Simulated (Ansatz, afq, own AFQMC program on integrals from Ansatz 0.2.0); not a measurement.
# NH₂O (doublet): quantum Monte Carlo beside coupled cluster at distance N1–O2 = 1.262 Å, cc-pVDZ, part 2 of 2

Ansatz 0.2.0, Gaussian basis, and an in-house AFQMC program (afq) on its integrals; all values are calculated; cc-pVDZ, frozen cores. The steps go on from the part before.

## (13) Phaseless AFQMC, CISD trial on UHF

It reads the integrals that the CCSD(T) run on this determinant wrote.

Command:

```console
> afq ham --method phaseless --trial cisd --walkers 60 --populations 1 --least-time 40 --time-step 0.005 --steps-per-block 50 --equilibration-blocks 28 --max-blocks 300 --target-error 0.00043 --factor-cut 1e-05 --start spin_pure --seed 2854 --release-times 0.24,0.51,0.99,1.62,2.4 --release-step 0.03 --release-every 4 --taylor-order 6
```

The log of the run:

```text
orbitals 36  electrons 7 6  factors 276 of 351
reference energy -130.40475776 Eh
CCSD correlation -0.35213344 Eh in 10 cycles, weight of the determinant in the CISD state 0.8946
energy of the start -130.756267 Eh
 block  time / (1/Eh)  mean weight  energy / Eh
     1     0.250  1.0002  -130.754155
     2     0.500  1.0010  -130.759342
     3     0.750  1.0021  -130.760732
     4     1.000  1.0009  -130.758892
     5     1.250  0.9975  -130.764572
     6     1.500  1.0028  -130.763141
     7     1.750  1.0002  -130.766530
     8     2.000  1.0006  -130.761465
     9     2.250  1.0000  -130.765506
    10     2.500  0.9986  -130.764159
    17     4.250  1.0005  -130.763295
    25     6.250  1.0022  -130.762361
    33     8.250  1.0043  -130.770028
    41    10.250  0.9998  -130.761829
    49    12.250  0.9978  -130.760636
    57    14.250  1.0004  -130.760597
    65    16.250  0.9990  -130.761939
    73    18.250  1.0010  -130.763680
    81    20.250  0.9986  -130.770139
    89    22.250  1.0032  -130.774608
    97    24.250  0.9970  -130.762709
   105    26.250  1.0023  -130.772510
   113    28.250  0.9990  -130.778098
   121    30.250  1.0033  -130.761652
   129    32.250  1.0017  -130.760358
   137    34.250  1.0030  -130.779446
   145    36.250  0.9976  -130.776528
   153    38.250  0.9987  -130.761458
   161    40.250  0.9982  -130.765943
   169    42.250  1.0032  -130.770730
   177    44.250  1.0035  -130.764283
   185    46.250  1.0001  -130.759147
   193    48.250  1.0046  -130.759564
   201    50.250  1.0010  -130.774878
   209    52.250  0.9987  -130.760892
   217    54.250  0.9990  -130.762808
   225    56.250  0.9995  -130.761184
   233    58.250  1.0003  -130.759078
   241    60.250  1.0031  -130.768757
   249    62.250  1.0040  -130.764744
   257    64.250  0.9993  -130.762960
   265    66.250  1.0000  -130.767279
   273    68.250  0.9972  -130.765373
   281    70.250  1.0008  -130.764335
   289    72.250  0.9959  -130.758773
   297    74.250  0.9988  -130.762026
   305    76.250  1.0024  -130.771601
   313    78.250  1.0001  -130.759177
   321    80.250  0.9958  -130.765299
blocks merged  error / Eh  count
     1  0.000391  300
     2  0.000479  150
     4  0.000531  75
     8  0.000561  37
    16  0.000532  18
    32  0.000404  9
released: time / (1/Eh)  energy / Eh  error  mean overlap
  0.24  -130.766196  0.000545  1.0012
  0.51  -130.766220  0.000395  0.9959
  0.99  -130.767394  0.000649  0.9689
  1.62  -130.766207  0.000730  0.9843
  2.40  -130.767266  0.001062  0.9663
energy -130.766130 +/- 0.000561 Eh
```

Wall time 5 min (1 thread of AMD EPYC 9R14 (Zen 4), shared host).

Energy -3558.3277 ± 0.0153 eV. Caveats: constraint bias not in the error.

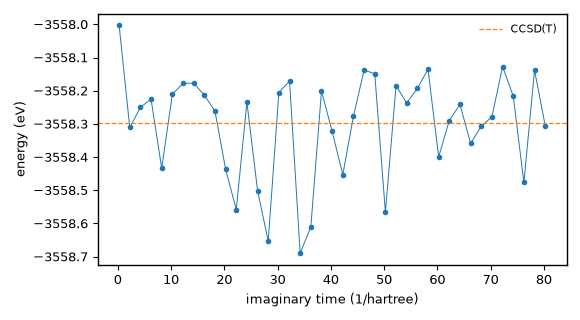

Block energies along the walk.

## (14) Phaseless AFQMC, single-determinant trial on UHF

It reads the integrals that the CCSD(T) run on this determinant wrote.

Command:

```console
> afq ham --method phaseless --trial hf --walkers 120 --populations 1 --least-time 40 --time-step 0.005 --steps-per-block 20 --equilibration-blocks 112 --max-blocks 600 --target-error 0.00129 --factor-cut 1e-05 --start spin_pure --seed 3748 --taylor-order 6
```

The log of the run:

```text
orbitals 36  electrons 7 6  factors 276 of 351
reference energy -130.40475776 Eh
CCSD correlation -0.35213344 Eh in 10 cycles, weight of the determinant in the CISD state 0.8946
energy of the start -130.405116 Eh
 block  time / (1/Eh)  mean weight  energy / Eh
     1     0.100  1.0020  -130.519483
     2     0.200  1.0042  -130.595558
     3     0.300  1.0039  -130.646253
     4     0.400  1.0030  -130.670408
     5     0.500  1.0023  -130.702054
     6     0.600  1.0012  -130.727411
     7     0.700  1.0024  -130.727503
     8     0.800  1.0008  -130.746498
     9     0.900  1.0005  -130.754649
    10     1.000  1.0013  -130.758811
    18     1.800  1.0016  -130.758372
    35     3.500  0.9999  -130.811977
    52     5.200  0.9985  -130.784933
    69     6.900  1.0011  -130.782510
    86     8.600  1.0025  -130.800147
   103    10.300  0.9983  -130.779704
   120    12.000  1.0044  -130.748546
   137    13.700  0.9983  -130.740367
   154    15.400  0.9997  -130.770556
   171    17.100  1.0024  -130.783733
   188    18.800  0.9996  -130.786597
   205    20.500  0.9980  -130.796342
   222    22.200  0.9997  -130.785733
   239    23.900  0.9979  -130.765232
   256    25.600  1.0002  -130.786200
   273    27.300  0.9972  -130.710535
   290    29.000  1.0016  -130.761521
   307    30.700  0.9998  -130.772273
   324    32.400  0.9974  -130.739899
   341    34.100  1.0006  -130.722605
   358    35.800  1.0011  -130.725791
   375    37.500  0.9991  -130.762261
   392    39.200  1.0027  -130.740058
   409    40.900  0.9999  -130.716247
   426    42.600  0.9986  -130.763115
   443    44.300  0.9983  -130.790148
   460    46.000  1.0016  -130.768269
   477    47.700  0.9994  -130.759766
   494    49.400  1.0004  -130.791873
   511    51.100  1.0003  -130.722851
   528    52.800  1.0007  -130.786923
   545    54.500  0.9997  -130.787469
   562    56.200  1.0003  -130.777029
   579    57.900  0.9978  -130.781295
   596    59.600  1.0024  -130.784049
   613    61.300  1.0013  -130.867140
   630    63.000  1.0002  -130.791807
   647    64.700  1.0023  -130.747830
   664    66.400  0.9978  -130.763876
   681    68.100  0.9983  -130.758948
   698    69.800  0.9998  -130.749352
blocks merged  error / Eh  count
     1  0.001272  600
     2  0.001659  300
     4  0.002126  150
     8  0.002591  75
    16  0.003003  37
    32  0.003054  18
    64  0.002884  9
energy -130.768571 +/- 0.003054 Eh
```

It took 2.8 min on 1 thread of AMD EPYC 9R14 (Zen 4), shared host.

Energy -3558.3941 ± 0.0831 eV. Caveats: constraint bias not in the error; error above the target.

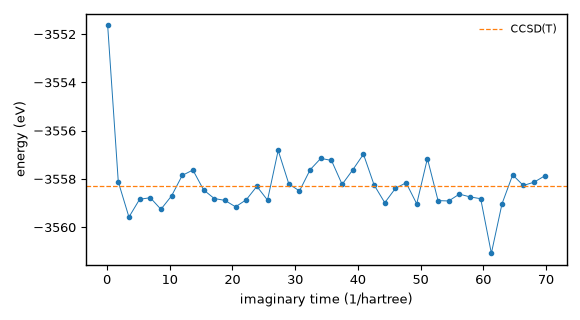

Block energies along the walk.

## (15) Free-projection AFQMC, CISD trial on UHF

It reads the integrals that the CCSD(T) run on this determinant wrote.

Command:

```console
> afq ham --method free --trial cisd --walkers 60 --time-step 0.03 --max-blocks 80 --target-error 0.00043 --factor-cut 1e-05 --seed 2935 --times 0,0.21,0.42,0.81,1.2,1.8,2.4,3 --taylor-order 8
```

The log of the run:

```text
orbitals 36  electrons 7 6  factors 276 of 351
reference energy -130.40475776 Eh
CCSD correlation -0.35213344 Eh in 10 cycles, weight of the determinant in the CISD state 0.8946
repeat  energy at the last time / Eh  error
    10  -130.765178  0.002361
    20  -130.767178  0.002000
    30  -130.767478  0.001725
    40  -130.766705  0.001485
    50  -130.766372  0.001238
    60  -130.766082  0.001080
    70  -130.766565  0.000971
    80  -130.766221  0.000933
time / (1/Eh)  energy / Eh  error  mean overlap
  0.00  -130.756773  0.000295  1.1177
  0.21  -130.762842  0.000333  1.1191
  0.42  -130.765366  0.000365  1.1103
  0.81  -130.766049  0.000396  1.1028
  1.20  -130.766094  0.000532  1.1091
  1.80  -130.766441  0.000587  1.0980
  2.40  -130.766713  0.000839  1.0992
  3.00  -130.766221  0.000933  1.1055
energy -130.766221 +/- 0.000933 Eh
```

Wall time 3 min (1 thread of AMD EPYC 9R14 (Zen 4), shared host).

Energy -3558.3302 ± 0.0254 eV. Caveats: remainder of the start not in the error; error above the target.

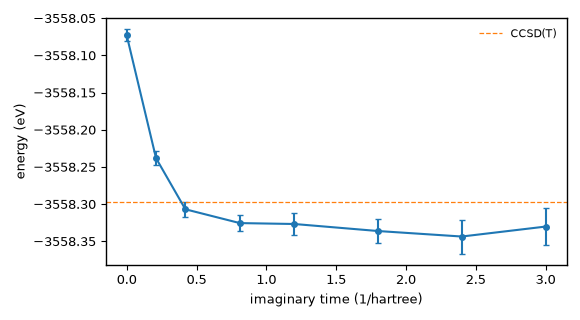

Energy against projection time, with error bars.

## (16) AFQMC on the ladder

On the ROHF determinant, counted from CCSD(T) (a yardstick, not exact):

```csv
level,energy (eV),from CCSD(T) (kcal/mol),statistical error (kcal/mol),time
HF,-3548.3003,+230.52,,
MP2,-3557.5704,+16.75,,
CCSD,-3558.0682,+5.27,,
CCSD(T),-3558.2966,0.00,,
"Phaseless AFQMC, CISD trial, step 0.005, 60 walkers",-3558.3150,-0.42,0.33,5.3 min
"Phaseless AFQMC, single-determinant trial, step 0.005, 120 walkers",-3558.2850,+0.27,1.67,2.7 min
"Free-projection AFQMC, CISD trial, step 0.03, 60 walkers",-3558.3221,-0.59,0.55,3.1 min
```

On the UHF determinant, counted from CCSD(T) (a yardstick, not exact):

```csv
level,energy (eV),from CCSD(T) (kcal/mol),statistical error (kcal/mol),time
HF,-3548.4942,+226.06,,
MP2,-3557.5192,+17.94,,
CCSD,-3558.0763,+5.10,,
CCSD(T),-3558.2973,0.00,,
"Phaseless AFQMC, CISD trial, step 0.005, 60 walkers",-3558.3277,-0.70,0.35,5 min
"Phaseless AFQMC, single-determinant trial, step 0.005, 120 walkers",-3558.3941,-2.23,1.92,2.8 min
"Free-projection AFQMC, CISD trial, step 0.03, 60 walkers",-3558.3302,-0.76,0.59,3 min
```

The functionals' totals stand on their own zeros and serve differences with other points: PBE -3563.449 eV; r2SCAN -3565.480 eV; PBE0 -3563.471 eV; B3LYP -3567.272 eV; wB97M-V -3565.960 eV; B2PLYP -3563.969 eV.

## (17) Results

The summary covers parts 1 to 2.

| quantity | value |
| --- | --- |
| Phaseless AFQMC, CISD trial on ROHF from CCSD(T) | -0.42 ± 0.33 kcal/mol |
| Phaseless AFQMC, single-determinant trial on ROHF from CCSD(T) | +0.27 ± 1.67 kcal/mol |
| Free-projection AFQMC, CISD trial on ROHF from CCSD(T) | -0.59 ± 0.55 kcal/mol |
| Phaseless AFQMC, CISD trial on UHF from CCSD(T) | -0.70 ± 0.35 kcal/mol |
| Phaseless AFQMC, single-determinant trial on UHF from CCSD(T) | -2.23 ± 1.92 kcal/mol |
| Free-projection AFQMC, CISD trial on UHF from CCSD(T) | -0.76 ± 0.59 kcal/mol |

In words: On ROHF the phaseless walk with the CISD trial lies -0.42 kcal/mol from CCSD(T), within three error bars. Free projection has no constraint; at the last time it gives -0.59 ± 0.55 kcal/mol. On UHF the phaseless walk with the CISD trial lies -0.70 kcal/mol from CCSD(T), within three error bars. Free projection has no constraint; at the last time it gives -0.76 ± 0.59 kcal/mol, and from a start that isn't spin pure other spins can mix in. Error bars are statistical and leave out the constraint, the time step and what remains of the start.
